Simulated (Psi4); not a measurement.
## Single-point calculation, with input and output: GaH$_{5}$O (part 2 of 2)

GaH$_{5}$O; OMP2/aug-cc-pVDZ, RHF (Psi4 1.11). The geometry comes from this level: PBE0-D4/def2-TZVP.

Geometry of the input (Å):
```
O  -0.2450  -1.2181  -0.1704
Ga 0.1575  0.9413  -0.1358
H  -0.9529  -1.4043  0.4546
H  0.5316  -1.6937  0.1411
H  0.0820  1.2506  -1.6733
H  -1.0847  1.2657  0.7856
H  1.5726  0.7905  0.5525
```

Log, continued:
```
  MBIS_RADIAL_POINTS            => (empty)
  MBIS_SPHERICAL_POINTS         => (empty)
  MOLDEN_WITH_VIRTUAL           => (empty)
  MOLDEN_WRITE                  => (empty)
  MO_DIIS_NUM_VECS              => (empty)
  MO_MAXITER                    => (empty)
  MO_STEP_MAX                   => (empty)
  MP2_AMP_TYPE                  => (empty)
  MP2_OS_SCALE                  => (empty)
  MP2_SOS_SCALE                 => (empty)
  MP2_SOS_SCALE2                => (empty)
  MP2_SS_SCALE                  => (empty)
  MP2_TYPE                      => (empty)
  MP_TYPE                       => (empty)
  NAT_ORBS                      => FALSE           !
  NUM_FROZEN_DOCC               => 10              !
  NUM_FROZEN_UOCC               => (empty)
  NUM_GPUS                      => (empty)
  OCC_ORBS_PRINT                => (empty)
  OEPROP                        => (empty)
  OO_SCALE                      => (empty)
  OPT_METHOD                    => (empty)
  ORBITAL_OPTIMIZER_PACKAGE     => (empty)
  ORB_OPT                       => TRUE            !
  ORB_RESP_SOLVER               => (empty)
  ORTH_TYPE                     => (empty)
  PARENT_SYMMETRY               => (empty)
  PCG_BETA_TYPE                 => (empty)
  PCG_CONVERGENCE               => (empty)
  PCG_MAXITER                   => (empty)
  PCM                           => (empty)
  PE                            => (empty)
  PPL_TYPE                      => (empty)
  PRINT                         => (empty)
  PRINT_NOONS                   => (empty)
  PROPERTIES                    => (empty)
  PROPERTIES_ORIGIN             => (empty)
  PUREAM                        => TRUE            !
  QCHF                          => (empty)
  QC_MODULE                     => (empty)
  RAS1                          => (empty)
  RAS2                          => (empty)
  RAS3                          => (empty)
  RAS4                          => (empty)
  READ_SCF_3INDEX               => (empty)
  REGULARIZATION                => (empty)
  REG_PARAM                     => (empty)
  RELATIVISTIC                  => (empty)
  REMP_A                        => (empty)
  RESTRICTED_DOCC               => (empty)
  RESTRICTED_UOCC               => (empty)
  RMS_MOGRAD_CONVERGENCE        => (empty)
  R_CONVERGENCE                 => (empty)
  SCF_TYPE                      => PK              !
  SCREENING                     => (empty)
  SCS_TYPE                      => (empty)
  SOCC                          => (empty)
  SOS_TYPE                      => (empty)
  TRIPLES_IABC_TYPE             => (empty)
  WFN                           => (empty)
  WFN_TYPE                      => DF-OMP2         !
  WRITER_FILE_LABEL             => (empty)
  ZORA_BASIS_TOLERANCE          => (empty)
  ZORA_NR_DEBUG                 => (empty)
  ZORA_PRUNING_SCHEME           => (empty)
  ZORA_RADIAL_POINTS            => (empty)
  ZORA_SPHERICAL_POINTS         => (empty)

	Warning: cc_lambda option is changed to TRUE
	For this residual convergence, default PCG convergence is:     1.00e-07
	For this energy convergence, default RMS orbital gradient is:     3.16e-07
	For this energy convergence, default MAX orbital gradient is:     2.00e-06

 ==============================================================================
 ==============================================================================
 ==============================================================================

                      DF-OMP2 (DF-OO-MP2)

 ==============================================================================
 ==============================================================================
 ==============================================================================

	MO Hessian type is changed to 'HF'
	MO spaces...

	 FC   OCC   VIR   FV
	----------------------
	 10   12    82    0
	Number of basis functions in the DF-HF basis: 440
	Number of basis functions in the DF-CC basis: 317

	Minimum required memory for amplitudes:     22.16 MB

	Computing DF-MP2 energy using SCF MOs (Canonical DF-MP2)...
	=======================================================================
	Nuclear Repulsion Energy (a.u.)    :   118.44781215876722
	DF-HF Energy (a.u.)                : -2000.98683455354512
	REF Energy (a.u.)                  : -2000.98683455354512
	DF-MP2 Correlation Energy (a.u.)   :    -0.33155409771863
	DF-MP2 Total Energy (a.u.)         : -2001.31838865126383
	=======================================================================

	Number of independent-pairs: 1924

 ==============================================================================
 ================ Performing DF-OMP2 iterations... ============================
 ==============================================================================
	            Minimizing DF-MP2-L Functional
	            ------------------------------
 Iter       E_total           DE           RMS MO Grad      MAX MO Grad      RMS T2
 ----    ---------------    ----------     -----------      -----------     ----------
	successfully fired up coupled DIIS...
   1     -2000.8493505402      4.69e-01       2.84e-04         3.00e-03        1.40e-05
   2     -2000.8494546894     -1.04e-04       1.10e-04         2.52e-03        1.48e-06
   3     -2000.8494896963     -3.50e-05       8.92e-05         2.04e-03        1.76e-07
   4     -2000.8495432915     -5.36e-05       5.62e-05         9.51e-04        1.97e-07
   5     -2000.8495647944     -2.15e-05       3.88e-05         7.69e-04        6.89e-08
   6     -2000.8495689990     -4.20e-06       3.55e-05         7.55e-04        6.51e-08
   7     -2000.8495763400     -7.34e-06       3.12e-05         7.25e-04        2.44e-08
   8     -2000.8495807497     -4.41e-06       2.96e-05         7.03e-04        1.92e-08
   9     -2000.8495873953     -6.65e-06       2.80e-05         6.66e-04        1.59e-08
  10     -2000.8495919495     -4.55e-06       2.71e-05         6.40e-04        1.72e-08
[... 49 lines of further cycles ...]
  60     -2000.8496703635     -6.45e-10       1.69e-07         4.28e-06        9.19e-11
  61     -2000.8496703641     -5.82e-10       1.57e-07         3.90e-06        9.17e-11
  62     -2000.8496703647     -6.51e-10       1.41e-07         3.38e-06        7.28e-11
  63     -2000.8496703650     -3.02e-10       1.32e-07         3.07e-06        6.87e-11
  64     -2000.8496703653     -2.62e-10       1.23e-07         2.75e-06        5.98e-11
  65     -2000.8496703655     -1.53e-10       1.16e-07         2.53e-06        5.20e-11
  66     -2000.8496703656     -1.48e-10       1.10e-07         2.33e-06        5.66e-11
  67     -2000.8496703657     -1.08e-10       1.05e-07         2.20e-06        5.03e-11
  68     -2000.8496703659     -1.41e-10       9.87e-08         2.03e-06        4.35e-11
  69     -2000.8496703660     -1.93e-10       9.08e-08         1.77e-06        4.40e-11

 ==============================================================================
 ======================== DF-OMP2 ITERATIONS ARE CONVERGED ====================
 ==============================================================================

	Computing MP2 energy using optimized MOs...
	=======================================================================
	Nuclear Repulsion Energy (a.u.)    :   118.44781215876722
	DF-HF Energy (a.u.)                : -2000.98683455354512
	REF Energy (a.u.)                  : -2000.50503417387563
	DF-MP2 Correlation Energy (a.u.)   :     0.13716418750391
	DF-MP2 Total Energy (a.u.)         : -2000.84967036604121
	=======================================================================

	=======================================================================
	================ DF-OMP2 FINAL RESULTS ================================
	=======================================================================
	Nuclear Repulsion Energy (a.u.)    :   118.44781215876722
	DF-HF Energy (a.u.)                : -2000.98683455354512
	REF Energy (a.u.)                  : -2000.50503417387563
	DF-OMP2 Correlation Energy (a.u.)  :     0.13716418749868
	Edfomp2 - Eref (a.u.)              :    -0.34463619217081
	DF-OMP2 Total Energy (a.u.)        : -2000.84967036604644
	=======================================================================

	total time  =         28 seconds =       0.47 minutes
```

Standard output:
```
Memory set to   1.490 GiB by Python driver.
  Threads set to 1 by Python driver.
omp2 energy: -2000.8496703660 Eh
CURRENT CORRELATION ENERGY                          0.1371641875
CURRENT ENERGY                                  -2000.8496703660
CURRENT REFERENCE ENERGY                        -2000.9868345535
DD SOLVATION ENERGY                                 0.0000000000
HF KINETIC ENERGY                                2000.0179142660
HF POTENTIAL ENERGY                             -4001.0047488196
HF TOTAL ENERGY                                 -2000.9868345535
HF VIRIAL RATIO                                     2.0004844558
MP2 CORRELATION ENERGY                             -0.3315540977
MP2 DOUBLES ENERGY                                 -0.3315540977
MP2 SINGLES ENERGY                                  0.0000000000
MP2 TOTAL ENERGY                                -2001.3183886513
NUCLEAR REPULSION ENERGY                          118.4478121588
OMP2 CORRELATION ENERGY                             0.1371641875
OMP2 REFERENCE CORRECTION ENERGY                    0.4818003797
OMP2 TOTAL ENERGY                               -2000.8496703660
ONE-ELECTRON ENERGY                             -3027.1986564860
PCM POLARIZATION ENERGY                             0.0000000000
PE ENERGY                                           0.0000000000
SCF ITERATION ENERGY                            -2000.9868345535
SCF ITERATIONS                                     11.0000000000
SCF TOTAL ENERGY                                -2000.9868345535
SCS(N)-MP2 CORRELATION ENERGY                    2000.9868345535
SCS(N)-MP2 TOTAL ENERGY                             0.0000000000
SCS(N)-OMP2 CORRELATION ENERGY                   2000.9868345535
SCS(N)-OMP2 TOTAL ENERGY                            0.0000000000
SCS-MP2 CORRELATION ENERGY                       2000.9868345535
SCS-MP2 TOTAL ENERGY                                0.0000000000
SCS-OMP2 CORRELATION ENERGY                      2000.9868345535
SCS-OMP2 TOTAL ENERGY                               0.0000000000
SOS-MP2 CORRELATION ENERGY                       2000.9868345535
SOS-MP2 TOTAL ENERGY                                0.0000000000
SOS-OMP2 CORRELATION ENERGY                      2000.9868345535
SOS-OMP2 TOTAL ENERGY                               0.0000000000
TWO-ELECTRON ENERGY                               907.7640097737
```

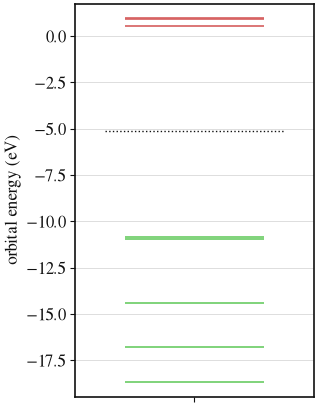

Figure 1. Orbital energies near the frontier (SCF reference); the dotted line parts filled from empty levels, and levels within 0.02 eV of each other stand side by side. Highest filled −10.84 eV, lowest empty 0.56 eV, 11.40 eV apart.

Results in brief:

| quantity | value |
| --- | --- |
| outcome | converged |
| total energy | −2000.849670 hartree |
| SCF energy | −2000.986835 hartree |
| MP2 energy | −2001.318389 hartree |
| correlation energy | 0.137164 hartree |
| basis functions | 104 |
| HOMO of the SCF reference | −10.84 eV |
| LUMO of the SCF reference | 0.56 eV |
| wall time | 34 s |
| peak memory | 0.6 GiB |
